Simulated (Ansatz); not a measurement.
# Resistivity from frozen vibrations: Pt(111) with 4 thermally displaced layers, 2x2

Wanted: the phonon-limited resistivity of Pt at 80 K by the Landauer route. The measured value for the pure metal at this temperature is 1.922 µΩ cm (CRC Handbook of Chemistry and Physics, 84th ed., 2003, Electrical Resistivity of Pure Metals).

Method: Ansatz plane-wave DFT, PBE, PAW files; ballistic transport by layer matching (Landauer), zero bias; PAW set soft_1, in Ansatz 0.2.0.

### Step 1. Set-up

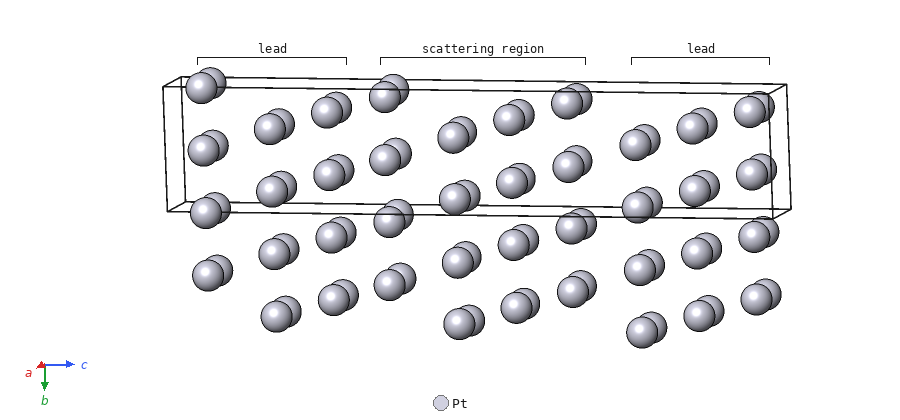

Start, viewed from the side, with the c axis across the page; platinum light grey. 1×2×1 cells are drawn.

The cell holds 40 atoms: 40 Pt. Cell: a = 5.546 Å, b = 5.546 Å, c = 22.699 Å, α = 93.5°, β = 86.5°, γ = 120.0°. It derives from Pt. Regions: lead, 24 atoms (24 Pt); scattering region, 16 atoms (16 Pt). The structure is stacked along c, and the current runs across the ab planes.

### Step 2. With 4 displaced layers

Each atom of 4 layers is moved at random, by amounts drawn from a normal law 0.0357 Å wide in each direction from the Debye model (240 K) at 80 K. The layers about the cell's end stay perfect and serve as the lead. Disorder leaves little or no symmetry, which makes such runs dear. Energies from -0.05 to 0.05 eV in steps of 0.05 eV are too few for the program's thermal sum, so it prints no conductance; for a metal the transmission near the Fermi level serves, at a fraction of the cost.

The input, input.yaml:

```yaml
crystal:
  lattice:
    - [5.5462627489, 0.0, 0.0]
    - [-2.7731313745, 4.8032044366, 0.0]
    - [1.3865656872, -0.8005340728, 22.6425228571]
  atoms:
    - { symbol: Pt, position: [0.9916666667, 0.0083333333, 0.05] }
    - { symbol: Pt, position: [0.9916666667, 0.5083333333, 0.05] }
    - { symbol: Pt, position: [0.4916666667, 0.0083333333, 0.05] }
    - { symbol: Pt, position: [0.4916666667, 0.5083333333, 0.05] }
    - { symbol: Pt, position: [0.1416666667, 0.3583333333, 0.15] }
    - { symbol: Pt, position: [0.1416666667, 0.8583333333, 0.15] }
    - { symbol: Pt, position: [0.6416666667, 0.3583333333, 0.15] }
    - { symbol: Pt, position: [0.6416666667, 0.8583333333, 0.15] }
    - { symbol: Pt, position: [0.2916666667, 0.2083333333, 0.25] }
    - { symbol: Pt, position: [0.2916666667, 0.7083333333, 0.25] }
    - { symbol: Pt, position: [0.7916666667, 0.2083333333, 0.25] }
    - { symbol: Pt, position: [0.7916666667, 0.7083333333, 0.25] }
    - { symbol: Pt, position: [0.9453160583, 0.0663047095, 0.3511693942] }
    - { symbol: Pt, position: [0.9526605921, 0.5700496252, 0.3480989824] }
    - { symbol: Pt, position: [0.4327503554, 0.0484879012, 0.3498300875] }
    - { symbol: Pt, position: [0.4478843852, 0.558300508, 0.3507819422] }
    - { symbol: Pt, position: [0.0801509036, 0.4091881743, 0.4485698615] }
    - { symbol: Pt, position: [0.1061425531, 0.9151752027, 0.4514970079] }
    - { symbol: Pt, position: [0.5933991663, 0.4130619301, 0.4510374123] }
    - { symbol: Pt, position: [0.5876311116, 0.9046059683, 0.4498190174] }
    - { symbol: Pt, position: [0.2356344954, 0.253840853, 0.5495531517] }
    - { symbol: Pt, position: [0.2402451326, 0.7636103375, 0.5474831672] }
    - { symbol: Pt, position: [0.7447868249, 0.2535397223, 0.5491391195] }
    - { symbol: Pt, position: [0.7324994645, 0.7571960249, 0.5496094681] }
    - { symbol: Pt, position: [0.8908906395, 0.1043901773, 0.650147842] }
    - { symbol: Pt, position: [0.9050519879, 0.6112228481, 0.649095361] }
    - { symbol: Pt, position: [0.3971675842, 0.1075319716, 0.6509364673] }
    - { symbol: Pt, position: [0.3946650911, 0.6049190527, 0.6469561729] }
    - { symbol: Pt, position: [0.0416666667, 0.4583333333, 0.75] }
    - { symbol: Pt, position: [0.0416666667, 0.9583333333, 0.75] }
    - { symbol: Pt, position: [0.5416666667, 0.4583333333, 0.75] }
    - { symbol: Pt, position: [0.5416666667, 0.9583333333, 0.75] }
    - { symbol: Pt, position: [0.1916666667, 0.3083333333, 0.85] }
    - { symbol: Pt, position: [0.1916666667, 0.8083333333, 0.85] }
    - { symbol: Pt, position: [0.6916666667, 0.3083333333, 0.85] }
    - { symbol: Pt, position: [0.6916666667, 0.8083333333, 0.85] }
    - { symbol: Pt, position: [0.8416666667, 0.1583333333, 0.95] }
    - { symbol: Pt, position: [0.8416666667, 0.6583333333, 0.95] }
    - { symbol: Pt, position: [0.3416666667, 0.1583333333, 0.95] }
    - { symbol: Pt, position: [0.3416666667, 0.6583333333, 0.95] }
kpoints:
  mp_grid: { grid: [5, 5, 1] }
hamiltonian:
  xc: pbe
  pseudopotentials: { kind: paw, azcp: { folder: soft_1 } }
scf:
  occupations: { method: fermi_dirac, width: 0.1 }
output:
  transmission:
    leads: [[0, 4]]
    kmesh: [10, 10]
    e_range: [-0.05, 0.05]
    de: 0.05
  write_potential: true
  write_density: true
  volumetric_format: npy
  elf: true
```

Launch:

```console
$ ansatz run input.yaml --threads 4 --pin off --max-ram 15360MiB --backend cpu --events-out ev --progress --plain --runs-dir out
```

Numbers of over 12 decimals in the logs are rounded to 6 here.

What it wrote:

```text
Engine: ansatz 0.2.0, aarch64-unknown-linux-gnu
Pseudopotentials: kind: paw
Pseudopotential: Pt, paw, valence charge 18, recommended cutoff 420 eV (normal), soft_1/Pt.paw.azcp
Functional definition: PBE
  parameter kappa = 0.804
  parameter beta = 0.066725
  exchange = pbe_x(kappa = kappa, mu = beta*pi^2/3)
  correlation = pbe_c(beta = beta)
Crystal: 40 atoms, lattice volume = 603.193 Å³
Basis set: ecut = 420 eV, 11827 PW (Γ)
Bands: 432, of which v1, the nominal top of the filled ones, is band 360 counted from 1 (359 counted from 0)
Symmetry: 1 space group operations
Space group: P1 (ITA 1), of the structure as read, at distance tolerance 8.4e-5 Å
k-points: 13 of 25 (time reversal used)
Non-local potential: Pt, projectors of the file, l = 0: 3, l = 1: 2, l = 2: 2, l = 3: 1
PAW form: soft (Blöchl's): semilocal exchange-correlation on the pseudo side does not see the compensation charge
PAW one-centre angular grid: Pt, 590 points (default); XC on 64 Gauss nodes
Initial density: superposition of atomic densities (chi_scale 0.1, normalization cell)
Initial wavefunctions: pseudopotential atomic-orbital guess
Functional: x = pbe(κ = 0.804, μ = 0.219515), c = pbe(β = 0.066725)
SCF iter   1: F=—  HF=-501001.274915 eV  |F-HF|=—  |Δ(HF+E_count)|=         —  Δρ=8.57e-2  dr2=4.22e1  ethr=3.10e-3  ⟨swp⟩=4.8  Hψ=17111  notcnv=0  defer=183
preconditioner: auto → Kerker (q_TF=auto, 2.810 Å⁻¹)  [metal: Δε(μ)=0.008 eV  Ē_g=8.529 eV  σ=0.100 eV  W_gap=0.02  n_scr=246 (ndim 8)  ℏωp=30.2 eV  f_vac=0.000  D(μ)=69.00/eV (n_scr^D=920)]
SCF iter   2: F=—  HF=-500991.393527 eV  |F-HF|=—  |Δ(HF+E_count)|=    9.88e0  Δρ=4.54e-2  dr2=1.16e1  ethr=3.10e-3  ⟨swp⟩=2.8  Hψ=9288  notcnv=0  defer=484
SCF iter   3: F=—  HF=-500988.085801 eV  |F-HF|=—  |Δ(HF+E_count)|=    3.31e0  Δρ=6.55e-3  dr2=1.25e-1  ethr=1.60e-3  ⟨swp⟩=2.1  Hψ=8100  notcnv=0  defer=484
SCF iter   4: F=—  HF=-500988.101594 eV  |F-HF|=—  |Δ(HF+E_count)|=   1.58e-2  Δρ=1.10e-3  dr2=7.65e-3  ethr=1.74e-5  ⟨swp⟩=2.9  Hψ=9721  notcnv=0  defer=480
SCF iter   5: F=—  HF=-500988.101744 eV  |F-HF|=—  |Δ(HF+E_count)|=   1.50e-4  Δρ=3.61e-4  dr2=6.31e-4  ethr=1.06e-6  ⟨swp⟩=2.8  Hψ=8326  notcnv=0  defer=480
SCF iter   6: F=—  HF=-500988.101782 eV  |F-HF|=—  |Δ(HF+E_count)|=   3.80e-5  Δρ=5.50e-5  dr2=1.92e-5  ethr=8.77e-8  ⟨swp⟩=2.8  Hψ=10610  notcnv=0  defer=480
SCF iter   7: F=—  HF=-500988.100509 eV  |F-HF|=—  |Δ(HF+E_count)|=   1.27e-3  Δρ=9.87e-6  dr2=2.01e-6  ethr=2.67e-9  ⟨swp⟩=1.0  Hψ=5112  notcnv=0  defer=480
SCF iter   8: F=—  HF=-500988.100509 eV  |F-HF|=—  |Δ(HF+E_count)|=   3.13e-8  Δρ=2.07e-6  dr2=1.24e-7  ethr=2.79e-10  ⟨swp⟩=1.0  Hψ=5112  notcnv=0  defer=480
SCF iter   9: F=-500988.100509 eV  HF=-500988.100509 eV  |F-HF|=2.32e-8  |Δ(HF+E_count)|=   1.09e-8  Δρ=6.13e-7  dr2=2.38e-8  ethr=1.39e-11  ⟨swp⟩=8.0  Hψ=16368  notcnv=0
SCF 1 converged in 9 iterations: F = -500988.100509 eV  dr2 = 2.38e-8
  greatest PAW one-centre occupation: 1.000 electrons in one spin orbital (limit 2), on the Pt atom at site 17 (counted from 0), in its partial waves of l = 0
transmission: 215 of 2132 steps passed
transmission: 429 of 2132 steps passed
[...]
transmission: 2132 of 2132 steps passed
SCF converged after 9 iterations
Free energy (F): -500988.100509 eV
Harris-Foulkes:  -500988.100509 eV  (|F-HF|=2.32e-8)
Internal energy: -500985.867585 eV  (E = F + TS)
E sigma→0 (E₀):  -500986.984047 eV
Entropy (-TS):   -2.232924 eV (-55.823 meV/atom)
Fermi energy:    23.427438 eV
--- Per-component energies (eV) ---
  E_band       = -5135.830761
  E_kinetic    = 23899.407960
  E_local      = -57018.017802  (includes V_loc(G=0)·N_el)
  E_nonlocal   = 8154.978131
  E_hartree    = 21700.375000
  E_xc         = -9304.707194
  E_vxc        = -10871.504271  (∫ρ·V_xc dr)
  E_paw        = -379355.694327  (= ΣΔE_a)
  E_vpaw       = -12701.496776  (= ΣTr[D̂ρ^β])
  E_aug_tail   = 0.044607  (compensation charges beyond the density's cutoff)
  E_ewald      = -109062.253959
  E_smearing   = -2.232924  (= −TS)
  E_closure    = 0.000000  (closes the sum)
  Σ components = -500988.100509   (vs F -500988.100509, Δ=0.00e0)
--- Band table (eV; the first three rows and the last of 13) ---
  k-point 0: bands = [... 356 lower, 23.5803, 23.6139, 23.6252, 23.6640, 23.6694, 23.6732, 23.6807, 23.7337, ... 68 higher]
  k-point 1: bands = [... 356 lower, 23.4037, 23.4108, 23.4166, 23.4307, 23.4466, 23.4641, 23.4902, 23.5851, ... 68 higher]
  k-point 2: bands = [... 356 lower, 23.3204, 23.3352, 23.3975, 23.4585, 23.5192, 23.5329, 23.5382, 23.5457, ... 68 higher]
  k-point 12: bands = [... 356 lower, 23.2870, 23.3205, 23.4473, 23.4527, 23.4560, 23.4784, 23.5245, 23.5320, ... 68 higher]
--- Transmission ---
  basis      : 241 plane waves across, 41 finite elements along
  points     : 52, standing for a mesh of 10 x 10
  energies   : 3 from -0.050000 to 0.050000 eV about the Fermi level, 0.050000 eV apart; the leads are filled to 0.000000 eV, and channels, transmission and decay are at 0.000000 eV
  crystal 0  : Pt4, at the sites [0, 4], period 2.2643 Å, over 13.59 Å; its Hamiltonian steps by up to 6.0 meV
    offset         : up to 0.0000 Å between an atom of the period and one for which it stands
    channels       : 6.890000e0 a spin
    conductance    : none, the energies end too early or step too widely for 300 K: set another output.transmission.e_range or a lower de, or, where they end at an eighth of basis.ecutwfc, a higher one
  junction   : crystal 0 to crystal 0, 0.70 to 21.08 Å
    transmission   : 6.471859e0 a spin
    conductance    : none, the energies end too early or step too widely for 300 K: set another output.transmission.e_range or a lower de, or, where they end at an eighth of basis.ecutwfc, a higher one
```

Run time: 9.3 min. Hardware: 4 threads of Arm Neoverse V1, shared host; peak memory 5.7 GiB.

The column dr2 measures how far the density is from self-consistency, as an energy; F and HF (Harris–Foulkes) agree once it is small.

This step gave:

| Property | Result |
| --- | --- |
| free energy | -500988.1005 eV |
| energy at zero smearing | -500986.9840 eV |
| Fermi energy | 23.43 eV |
| cell area | 26.64 Å² |
| transmission per spin nearest the Fermi level | 6.472 |
| open channels per spin nearest the Fermi level | 6.89 |
| step of the lead's potential | 6 meV |

Per spin. Transmission, zone mean against energy, zero at the Fermi level:

| energy (eV) | transmission, zone mean |
| --- | --- |
| -0.0500 | 6.66 |
| 0.0000 | 6.47 |
| 0.0500 | 5.98 |

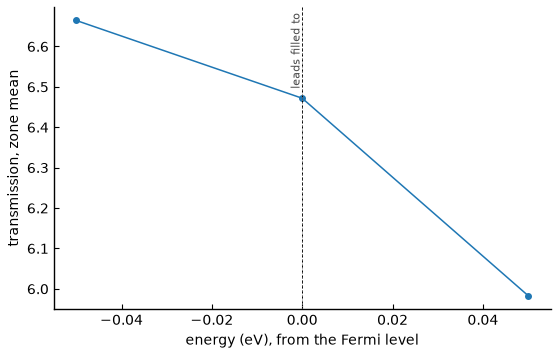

Transmission, zone mean against energy.

Per spin. Table of open channels, zone mean, lead by energy, zero at the Fermi level:

| energy (eV) | open channels, zone mean, lead |
| --- | --- |
| -0.0500 | 7.16 |
| 0.0000 | 6.89 |
| 0.0500 | 6.21 |

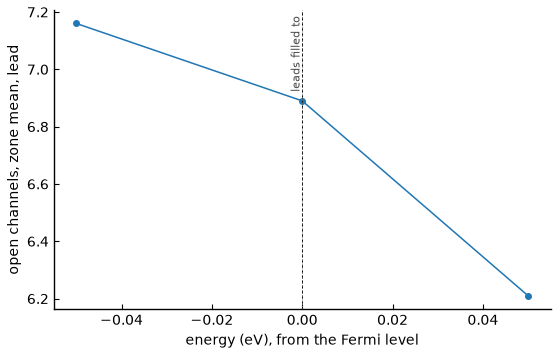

Open channels, zone mean, lead, plotted against energy.

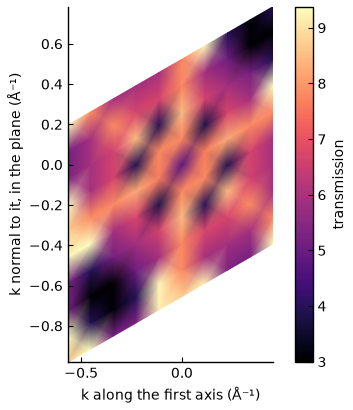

Transmission over k1 and k2. At 0.0000 eV from the Fermi level.

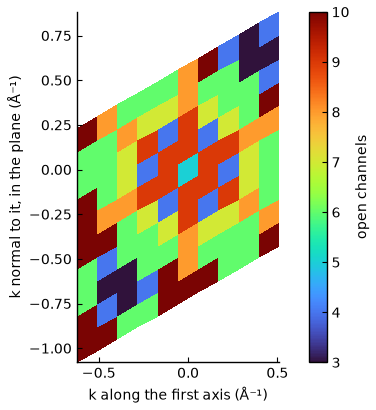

Open channels over k1 and k2. At 0.0000 eV from the Fermi level.

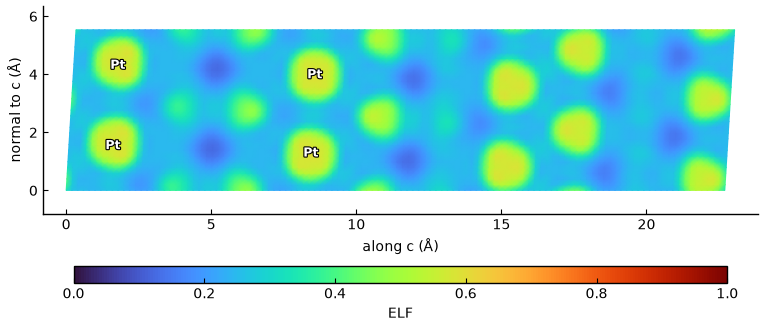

ELF in the ca plane at fractional y = 0.048, with atoms of Pt within 0.2 Å of it. It is the smooth field of the valence electrons, not physical close to the nuclei. The map starts off the cell's origin, so that atoms lie inside it.

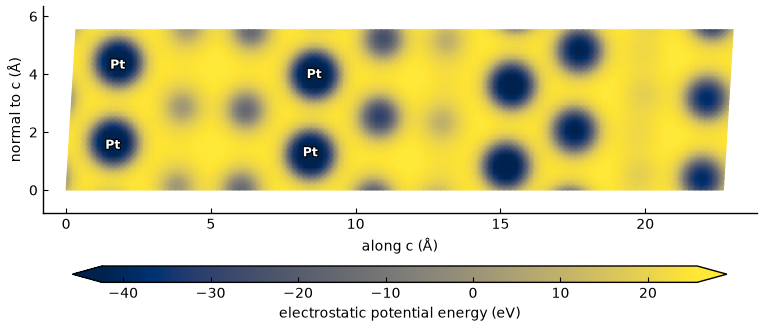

Electrostatic potential energy in the ca plane at fractional y = 0.048, with atoms of Pt within 0.2 Å of it. With pseudopotentials it is smooth inside the atoms' cores, unlike the true potential. The map starts off the cell's origin, so that atoms lie inside it.

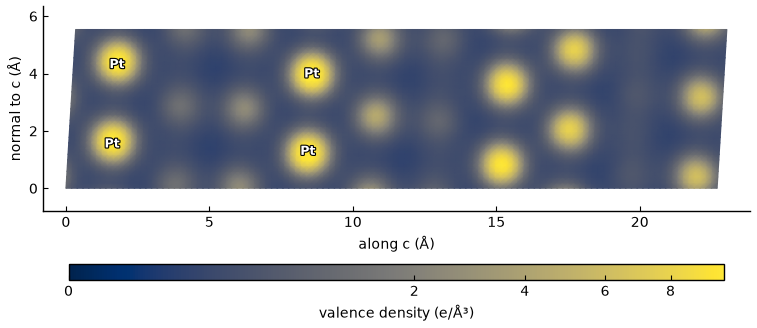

Valence density in the ca plane at fractional y = 0.048, with atoms of Pt within 0.2 Å of it. It is the smooth field of the valence electrons, not physical close to the nuclei. The map starts off the cell's origin, so that atoms lie inside it. The colour scale is stretched toward low values.

Over the solved energies the transmission per spin lies between 5.98 and 6.66, out of 6.75 channels of the lead on average (up to 7.16).

(Continued in part 2 of 2.)

[Logs are printed without paths, hosts, clocks, repeated set-up lines and the standing remarks that a program may print on its own settings, such as how far it seeks lower states.]

[Hosts, paths, dates, database ids (printed as entryN), source tags and the programs' standing remarks are cut or masked in the printed files.]
